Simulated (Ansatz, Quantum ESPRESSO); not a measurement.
# MgI2 (P-3m1): Raman and infrared activity, part 3 of 3

Wanted: vibrational spectra of MgI2 (P-3m1) from linear and non-linear response.

Quantum ESPRESSO 8.0 development, patched; DFT LDA, scalar-relativistic, plane waves, PseudoDojo norm-conserving pseudopotentials.

So far, highest mode moved by the LO-TO term (cm⁻¹): step 9 (modes along a direction of q (1 0 0)) 252; step 10 (q direction 0×0×1) 296. The relaxed cell has a = 4.076, c = 6.677 Å (conventional setting).

The database entry behind the starting cell has ideal inner coordinates that were not refined, so it need not match the best structure at ambient conditions.

## Step 11: Modes along a direction of q (1 1 1)

dynmat.in

```
&INPUT
  fildyn = 'g.dyn'
  asr    = 'crystal'
  fileig = 'dynmat.eig'
  q(1)   = 1.0
  q(2)   = 1.0
  q(3)   = 1.0
/
```

Run with:

```console
> dynmat.x -in dynmat.in > dynmat.out
```

Log:

```text
[banners, grids, parts of the stress and lines that vanish by symmetry left out]
[banner, memory and clock lines left out]
Program DYNMAT v.8.0dev

     Reading Dynamical Matrix from file g.dyn
     ...Force constants read
     ...epsilon and Z* read
     ...Raman cross sections read
     Acoustic Sum Rule: || Z*(ASR) - Z*(orig)|| =    4.909456E-02
     Acoustic Sum Rule: ||dyn(ASR) - dyn(orig)||=    1.055511E-03

     Polarizability (A^3 units)
     multiply by 0.448916 for Clausius-Mossotti correction (not under assume_isolated = 'mt')
        29.405885   -0.000000    0.000000
        -0.000000   29.405885   -0.000000
         0.000000    0.000000   25.666711

     IR activities are in (D/A)^2/amu units
     Raman activities are in A^4/amu units
     multiply Raman by 0.040612 for Clausius-Mossotti correction (not under assume_isolated = 'mt')

# mode   [cm-1]    [THz]      IR          Raman   depol.fact
    1     -0.00   -0.0000    0.0000         0.0000    0.3572
    2      0.00    0.0000    0.0000         0.0000    0.0799
[...]
8    225.80    6.7694    6.0419         0.0000    0.0773
    9    284.85    8.5396    3.2840         0.0000    0.1286

[end of the log left out, with the tail of the file of modes that dynmat.x writes under the same name]
```

Elapsed: 0.46 s, on 1 thread of Arm Neoverse V2, shared host.

Read from the output:

- highest mode moved by the LO-TO term: 284.9 cm⁻¹

Zone-centre frequencies as printed; negative means imaginary. Modes:

| mode | frequency (cm⁻¹) |
| --- | --- |
| 1 | 0 |
| 2 | 0 |
| 3 | 0 |
| 4 | 68.45 |
| 5 | 68.45 |
| 6 | 111.2 |
| 7 | 184.6 |
| 8 | 225.8 |
| 9 | 284.9 |

The field moves 2 modes; the highest of them now lies at 285 cm⁻¹, where the highest that moved away lay at 270.

## Step 12: Cross-check with Ansatz

The same cell goes through another code at the same cutoff. The files are of one family, but Ansatz's library holds files of its own making for some heavy elements, so those for I may differ. Its k mesh is centred on Γ.

This step: DFT LDA, scalar-relativistic, plane waves, norm-conserving pseudopotentials of its library (PseudoDojo's, some remade) (Ansatz 0.2.0).

input.yaml

```yaml
crystal:
  lattice:
    - [4.0763174287, 0.0, 0.0]
    - [-2.0381587143, 3.5301944471, 0.0]
    - [0.0, 0.0, 6.677191358]
  atoms:
    - { symbol: Mg, position: [0.0, 0.0, 0.0] }
    - { symbol: I, position: [0.3333333333, 0.6666666667, 0.2482909091] }
    - { symbol: I, position: [0.6666666667, 0.3333333333, 0.7517090909] }
kpoints:
  mp_grid: { grid: [6, 6, 4] }
hamiltonian:
  xc: lda
  pseudopotentials: { kind: nc, accuracy: standard }
scf:
  occupations: { method: fixed }
output:
  eigenvalues: true
basis:
  ecutwfc: 1034.033
phonons:
  method: dfpt
  dielectric: true
  rigid_motions: translations
  raman: true
```

Run with:

```console
> ansatz run input.yaml --threads 8 --pin off --max-ram 16384MiB --backend cpu --events-out ev --progress --plain --runs-dir out
```

Log:

```text
Warning: basis.ecutwfc = 1034.033 eV is below the records' recommended 1142.878222 eV, and the density's cutoff is lower with it unless basis.ecutrho_ratio is high enough to keep the records' density cutoff: compare with a run at a higher cutoff
Engine: ansatz 0.2.0, aarch64-unknown-linux-gnu
Pseudopotentials: kind: nc
Pseudopotential: Mg, nc, valence charge 10, recommended cutoff 1142.878222 eV (normal), Mg.nc.azcp (PseudoDojo's, or run here from an input of PseudoDojo's; its table is named by hamiltonian.pseudopotentials.accuracy)
Pseudopotential: I, nc, valence charge 7, recommended cutoff 952.398519 eV (normal), I.nc.azcp (PseudoDojo's, or run here from an input of PseudoDojo's; its table is named by hamiltonian.pseudopotentials.accuracy)
Functional definition: SPW92
  exchange = slater_x
  correlation = pw_c
Crystal: 3 atoms, lattice volume = 96.086 Å³
Basis set: ecut = 1034.033 eV, 7295 PW (Γ), exchange–correlation on 90×90×144 points (8 copies of the dense FFT grid, shifted against one another)
Bands: 16, of which v1, the nominal top of the filled ones, is band 12 counted from 1 (11 counted from 0)
Symmetry: 12 space group operations
k-points: 47 of 144 (irreducible under 2 space group operations, time reversal used)
Non-local potential: Mg, projectors of the file, l = 0: 2, l = 1: 2
Non-local potential: I, projectors of the file, l = 0: 2, l = 1: 2, l = 2: 2, l = 3: 2
Initial density: superposition of atomic densities (chi_scale 0.1, normalization cell, long waves kept (reshape's long-wave potential 0.13 eV rms))
Initial wavefunctions: pseudopotential atomic-orbital guess
Functional: x = slater, c = lda
SCF iter   1: F=—  HF=-2325.521943 eV  |F-HF|=—  |Δ(HF+E_count)|=         —  Δρ=4.16e-2  dr2=2.77e0  ethr=3.10e-3  ⟨swp⟩=5.0  Hψ=3650  notcnv=0  defer=90
preconditioner: auto → Resta (q_TF=auto, 2.165 Å⁻¹)  ε∞=3.5  [insulator: Δε(μ)=2.690 eV  Ē_g=9.667 eV  n_scr=22 (ndim 8)  ℏωp=15.2 eV  f_vac=0.005  ε∞_Penn≈3.5]
SCF iter   2: F=—  HF=-2324.732365 eV  |F-HF|=—  |Δ(HF+E_count)|=   7.90e-1  Δρ=1.49e-2  dr2=2.55e-1  ethr=3.10e-3  ⟨swp⟩=4.0  Hψ=1905  notcnv=0  defer=89
SCF iter   3: F=—  HF=-2324.644189 eV  |F-HF|=—  |Δ(HF+E_count)|=   8.82e-2  Δρ=5.03e-3  dr2=1.28e-2  ethr=1.06e-3  ⟨swp⟩=3.4  Hψ=1346  notcnv=0  defer=89
SCF iter   4: F=—  HF=-2324.640730 eV  |F-HF|=—  |Δ(HF+E_count)|=   3.46e-3  Δρ=4.04e-4  dr2=1.28e-4  ethr=5.32e-5  ⟨swp⟩=2.9  Hψ=1219  notcnv=0  defer=91
SCF iter   5: F=—  HF=-2324.640800 eV  |F-HF|=—  |Δ(HF+E_count)|=   7.00e-5  Δρ=1.33e-4  dr2=1.22e-5  ethr=5.34e-7  ⟨swp⟩=2.8  Hψ=1478  notcnv=0  defer=91
SCF iter   6: F=—  HF=-2324.640797 eV  |F-HF|=—  |Δ(HF+E_count)|=   2.33e-6  Δρ=2.73e-5  dr2=4.46e-7  ethr=5.07e-8  ⟨swp⟩=2.7  Hψ=1334  notcnv=0  defer=91
SCF iter   7: F=—  HF=-2324.640785 eV  |F-HF|=—  |Δ(HF+E_count)|=   1.26e-5  Δρ=3.30e-6  dr2=2.41e-8  ethr=1.86e-9  ⟨swp⟩=2.7  Hψ=1353  notcnv=0  defer=65
SCF iter   8: F=—  HF=-2324.640785 eV  |F-HF|=—  |Δ(HF+E_count)|=   8.85e-9  Δρ=7.20e-7  dr2=7.23e-10  ethr=1.01e-10  ⟨swp⟩=2.0  Hψ=1006  notcnv=0  defer=65
SCF iter   9: F=-2324.640785 eV  HF=-2324.640785 eV  |F-HF|=5.00e-12  |Δ(HF+E_count)|=  2.14e-10  Δρ=1.40e-7  dr2=2.88e-11  ethr=1.00e-12  ⟨swp⟩=11.3  Hψ=5336  notcnv=0
SCF 1 converged in 9 iterations: F = -2324.640785 eV  dr2 = 2.88e-11
DFPT response loops at Γ: preconditioner auto → Resta (q_TF=auto, 2.165 Å⁻¹)  ε∞=4.2 (no band partly filled); β = 1.00, the filter's whole step (`scf.mixing.beta` (0.50) is not read by the response loops at its default; to damp them type it under 1.00, their step now; it binds the ground state too); Broyden in place of MSR1
── the response to a field inside a basis, on 10×10×6 k-points: an SCF that follows is theirs, and a resumed run solves both again ──
Bands: 13, of which v1, the nominal top of the filled ones, is band 12 counted from 1 (11 counted from 0)
k-points: 165
Initial density: handed on by an earlier stage of this run
Initial wavefunctions: pseudopotential atomic-orbital guess (no wavefunctions were taken with the density)
Eigensolver: Dense (165 Hₖ)
SCF iter   1: F=—  HF=-2324.640587 eV  |F-HF|=—  |Δ(HF+E_count)|=         —  Δρ=2.52e-4  dr2=7.30e-6  ethr=1.00e-1
preconditioner: auto → Resta (q_TF=auto, 2.165 Å⁻¹)  ε∞=4.2  [insulator: Δε(μ)=3.381 eV  Ē_g=8.461 eV  n_scr=22 (ndim 8)  ℏωp=15.2 eV  f_vac=0.011  ε∞_Penn≈4.2]
SCF iter   2: F=—  HF=-2324.640586 eV  |F-HF|=—  |Δ(HF+E_count)|=   1.35e-6  Δρ=1.13e-4  dr2=1.27e-6  ethr=3.04e-8
SCF iter   3: F=—  HF=-2324.640586 eV  |F-HF|=—  |Δ(HF+E_count)|=   2.23e-8  Δρ=1.31e-5  dr2=3.04e-8  ethr=5.28e-9
SCF iter   4: F=—  HF=-2324.640586 eV  |F-HF|=—  |Δ(HF+E_count)|=   1.08e-8  Δρ=9.54e-7  dr2=1.02e-9  ethr=1.27e-10
SCF iter   5: F=-2324.640586 eV  HF=-2324.640586 eV  |F-HF|=6.37e-12  |Δ(HF+E_count)|=  3.04e-10  Δρ=1.75e-7  dr2=3.51e-11  ethr=4.23e-12
SCF 1 converged in 5 iterations: F = -2324.640586 eV  dr2 = 3.51e-11
DFPT response loops at Γ: mixed as the last ones told, above
DFPT response loops at Γ: mixed as the last ones told, above
WARN: field response: ε∞ stands inside a basis, on 10×10×6 points; the force constants stand on the 6×6×4 k-mesh, whose period is 12.73 times the interband length at k = (0.0000, 0.0000, 0.0000), direct gap 3.569 eV, under 14: take them and everything formed from them as unconverged, and compare with a denser kpoints.mp_grid
SCF converged after 9 iterations
Free energy (F): -2324.640785 eV
Harris-Foulkes:  -2324.640785 eV  (|F-HF|=5.00e-12)
Internal energy: -2324.640785 eV  (E = F + TS)
E sigma→0 (E₀):  -2324.640785 eV
Fermi energy:    3.811354 eV
--- Per-component energies (eV) ---
  E_band       = -378.472633
  E_kinetic    = 1093.075900
  E_local      = -2293.787590  (includes V_loc(G=0)·N_el)
  E_nonlocal   = -383.095080
  E_hartree    = 828.191083
  E_xc         = -426.943256
  E_vxc        = -451.048118  (∫ρ·V_xc dr)
  E_ewald      = -1142.081841
  E_smearing   = -0.000000  (= −TS)
  E_closure    = -0.000000  (closes the sum)
  Σ components = -2324.640785   (vs F -2324.640785, Δ=0.00e0)
--- Band table (eV; the first three rows and the last of 47) ---
  k-point 0: bands = [... 8 lower, 3.2699, 3.7051, 3.7051, 3.8114, 7.3806, 8.3887, 10.4734, 10.4734]
  k-point 1: bands = [... 8 lower, 3.3233, 3.3233, 3.6493, 3.6493, 7.9814, 8.4628, 10.3458, 10.3458]
  k-point 2: bands = [... 8 lower, 3.4093, 3.4093, 3.5608, 3.5608, 8.4757, 8.5177, 10.2427, 10.2427]
  k-point 46: bands = [... 8 lower, 1.6753, 1.9707, 2.6056, 3.1148, 7.9312, 9.3584, 9.8964, 10.5163]
--- Phonons (Γ-DFPT): 4 representative perturbations + reference, on 47 of 144 k-points (Σ response iterations 13) ---
  k mesh reduced under 2 symmetry operations, with k and −k counted as one. Each operation leaves every solved perturbation unchanged. A smaller set is not considered because the run solves the response to a homogeneous field
  ASR residual: 2.520e-4 → 0.000e0 eV/Å²; symmetrization residual: 1.094e-5 eV/Å²
  ASR residual per site (eV/Å²): 2.52e-4 3.40e-5 3.40e-5
  Γ frequencies (cm⁻¹): 0.00 0.00 0.00 68.21 68.21 110.79 183.89 183.89 269.39
  ε∞ (high-frequency dielectric tensor):
        4.765904    -0.000000     0.000000
       -0.000000     4.765904     0.000000
        0.000000     0.000000     4.354931
  ε⁰ (static dielectric tensor: ions relaxed, cell fixed):
        8.936312    -0.000000     0.000000
       -0.000000     8.936312     0.000000
        0.000000     0.000000     5.231681
  ε⁰ − ε∞ (ionic part):
        4.170408    -0.000000     0.000000
       -0.000000     4.170408     0.000000
        0.000000     0.000000     0.876750
  softest optical mode at Γ: 68.21 cm⁻¹; the repairs (sum rule, projections) moved no ω² at Γ by more than (1.98 cm⁻¹)²
  Born effective charges Z* (e; rows j = field, columns β = displacement):
    site 0:
         2.47150   -0.00000    0.00000
        -0.00000    2.47150   -0.00000
         0.00000   -0.00000    1.66010
    site 1:
        -1.23575    0.00000   -0.00000
         0.00000   -1.23575    0.00000
        -0.00000    0.00000   -0.83005
    site 2:
        -1.23575    0.00000   -0.00000
         0.00000   -1.23575    0.00000
        -0.00000    0.00000   -0.83005
  Z* charge neutrality: 7.007e-4 e pre-enforcement
  solved inside a basis spanned on kpoints, on 10×10×6 k-points transformed towards the longest dipole: ε∞ is read to err by 1.3e-2, Z* by 1.1e-2 e (field_mesh: kpoints solves on kpoints); Z* is corrected for what the basis lacks
  Raman tensors (in the event stream and the table raman_tensors.tsv): an entry may err by 1.1e-1 Å², one of the second-order susceptibility by 5.0e-20 pm/V (basis, points and sum rule); their sum over the sites missed zero by 2.665e-15 Å² ahead of its enforcement
  optical modes at Γ without the LO–TO term, one row a degenerate level:
      ω (cm⁻¹)  modes    IR ((D/Å)²/amu)  static Raman (Å⁴/amu)  depolarisation
         68.21      2             0.0000                 1.5433           0.750
        110.79      1             0.0000                66.7370           0.072
        183.89      2            12.7068                 0.0000               —
        269.39      1             2.8665                 0.0000               —
  optical modes at Γ + LO–TO along q̂ = [1.0000, 0.0000, 0.0000]:
      ω (cm⁻¹)  modes    IR ((D/Å)²/amu)  static Raman (Å⁴/amu)  depolarisation
         68.21      2             0.0000                 1.5433           0.750
        110.79      1             0.0000                66.7370           0.072
        183.89      1             6.3534                 0.0000               —
        251.81      1             6.3534                 0.0000               —
        269.39      1             2.8665                 0.0000               —
  optical modes at Γ + LO–TO along q̂ = [0.0000, 1.0000, 0.0000]:
      ω (cm⁻¹)  modes    IR ((D/Å)²/amu)  static Raman (Å⁴/amu)  depolarisation
         68.21      2             0.0000                 1.5433           0.750
        110.79      1             0.0000                66.7370           0.072
        183.89      1             6.3534                 0.0000               —
        251.81      1             6.3534                 0.0000               —
        269.39      1             2.8665                 0.0000               —
  optical modes at Γ + LO–TO along q̂ = [0.0000, 0.0000, 1.0000]:
      ω (cm⁻¹)  modes    IR ((D/Å)²/amu)  static Raman (Å⁴/amu)  depolarisation
         68.21      2             0.0000                 1.5433           0.750
        110.79      1             0.0000                66.7370           0.072
        183.89      2            12.7068                 0.0000               —
        295.27      1             2.8665                 0.0000               —
```

Elapsed: 4.3 min, on 8 threads; peak memory 4.3 GiB; 33 min of CPU time.

Numbers from this step:

```
gap on the k-mesh                                : 3.331 eV
sum-rule residual before enforcement             : 2.52e-4 eV/Å²
miss of the charge sum rule                      : 7.01e-4 e
estimated error of the dielectric tensor         : 0.01263
estimated error of the Born charges              : 0.01084 e
highest optical zone-centre mode (no LO-TO term) : 269.4 cm⁻¹
lowest optical zone-centre mode                  : 68.21 cm⁻¹
mean high-frequency dielectric constant          : 4.629
mean static dielectric constant                  : 7.701
highest mode moved by the LO-TO term             : 295.3 cm⁻¹
```

Transverse modes. Lines of the infrared spectrum (strongest = 100):

| position (cm⁻¹) | label | IR intensity ((D/Å)²/amu), degenerate modes summed, relative |
| --- | --- | --- |
| 68 | Eg | 0.0 |
| 111 | A1g | 0.0 |
| 184 | Eu | 100 |
| 269 | A2u | 23 |

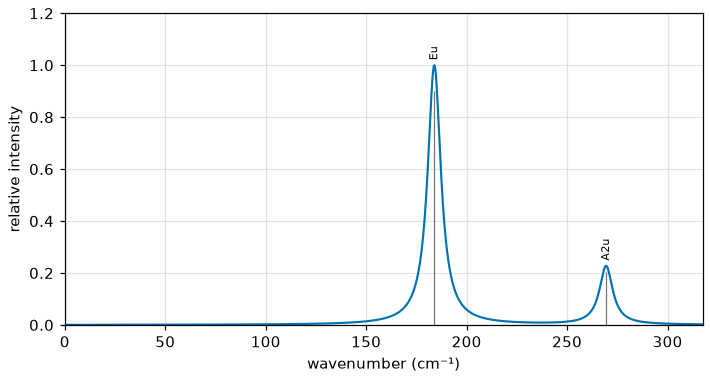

The infrared spectrum, broadened with Lorentzians of width 8 cm⁻¹; bars mark the lines.

Activity x (w_L - w)^4 (n + 1)/w, 532 nm, 300 K. Lines of the Raman spectrum (strongest = 100):

| position (cm⁻¹) | label | Stokes intensity, strongest 100 |
| --- | --- | --- |
| 68 | Eg | 5.6 |
| 111 | A1g | 100 |
| 184 | Eu | 0.0 |
| 269 | A2u | 0.0 |

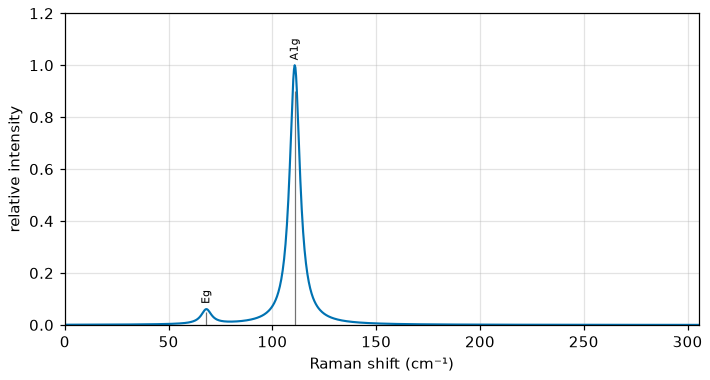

The Raman spectrum, broadened with Lorentzians of width 6 cm⁻¹; bars mark the lines.

The log warns that the force constants on this k mesh are to be taken as unconverged.

## Step 13: The two compared: QE PseudoDojo and Ansatz, library NC

Worked out from the results:

| Quantity | Value |
| --- | --- |
| root-mean-square difference | 0.61 cm⁻¹ |
| largest difference | 1.04 cm⁻¹ |

Frequencies side by side, by row:

| q (reciprocal lattice) | mode | QE PseudoDojo (cm⁻¹) | Ansatz, library NC (cm⁻¹) |
| --- | --- | --- | --- |
| 0 0 0 | 1 | 0 | 0 |
| 0 0 0 | 2 | 0 | 0 |
| 0 0 0 | 3 | 0 | 0 |
| 0 0 0 | 4 | 68.45 | 68.21 |
| 0 0 0 | 5 | 68.45 | 68.21 |
| 0 0 0 | 6 | 111.2 | 110.8 |
| 0 0 0 | 7 | 184.6 | 183.9 |
| 0 0 0 | 8 | 184.6 | 183.9 |
| 0 0 0 | 9 | 270.4 | 269.4 |

The two runs side by side. Further quantities:

| quantity | QE PseudoDojo | Ansatz, library NC |
| --- | --- | --- |
| mean ε∞ | 4.683 | 4.629 |
| largest Born charge in size (e; the first before, the second after the charge sum rule) | 2.201 | 2.201 |
| summed IR intensity ((D/Å)²/amu) | 15.78 | 15.57 |
| summed Raman activity (Å⁴/amu) | 67.41 | 68.28 |

At the zone centre the largest difference (acoustic modes at Γ apart) is 0.4 % of the highest mode.

## Step 14: Results

* space group after relaxation: P-3m1
* volume per atom: 32.0 Å³
* gap on the k-mesh: 3.34 eV
* highest optical zone-centre mode (no LO-TO term): 270.4 cm⁻¹
* lowest optical zone-centre mode: 68.5 cm⁻¹
* highest mode moved by the LO-TO term (probably not converged in the k mesh): 296.2 cm⁻¹
* mean high-frequency dielectric constant (probably not converged in the k mesh): 4.68
* largest Born charge in size (third of the trace) (probably not converged in the k mesh): 2.20 e
* mean static dielectric constant (probably not converged in the k mesh): 7.78
* imaginary optical modes at the zone centre (no q mesh in this session): none
* largest difference from Ansatz, library NC: 1.04 cm⁻¹

The largest Raman activity of MgI2 (P-3m1) lies at 111 cm⁻¹ and the strongest infrared line at 185 cm⁻¹ (transverse modes). At the LDA level the optical modes of MgI2 (P-3m1) at the zone centre (no LO-TO term) run from 68 to 270 cm⁻¹. Along the directions run, the highest mode that the macroscopic field moves lies at 296 cm⁻¹. Lattice motion raises the mean dielectric constant from 4.683 to 7.777. The Born charges miss their sum rule by 0.060 e, a sign that the k mesh or the cutoff is short for the field response. ε∞, the Born charges and what follows from them are probably not converged in the k mesh. Of the 6 optical modes, 3 are Raman active alone and 3 are infrared active alone; inversion symmetry keeps the two sets apart. QE PseudoDojo and Ansatz, library NC differ by 0.6 cm⁻¹ in the root mean square and by 1.0 cm⁻¹ at most, 0.4 % of the highest mode compared (acoustic modes at Γ left out). These are harmonic frequencies at zero temperature: anharmonic shifts and linewidths and thermal expansion are left out. Spin-orbit coupling is left out, which can matter for the heavy elements here. The relaxation ran at 76 Ry, under the 84 Ry recommended for these files; the stress of so short a basis can leave the cell about one per cent too small. Ansatz warns that the cutoff lies 10 % under the one recommended for these files; agreement at one cutoff is not convergence. Ansatz's log warns that force constants on this k mesh are to be taken as unconverged, an error that the frequencies of both programs share. The build is a development version in which the Raman tensors of release 7.5 are mended; dynmat.x leaves out the electro-optic term of LO lines.

[Host names and launcher messages were left out of these logs when they were recorded.]

[Logs are printed without paths, hosts, clocks, repeated set-up lines and the standing remarks that a program may print on its own settings, such as how far it seeks lower states.]

[Hosts, paths, dates, database ids (printed as entryN), source tags and the programs' standing remarks are cut or masked in the printed files.]
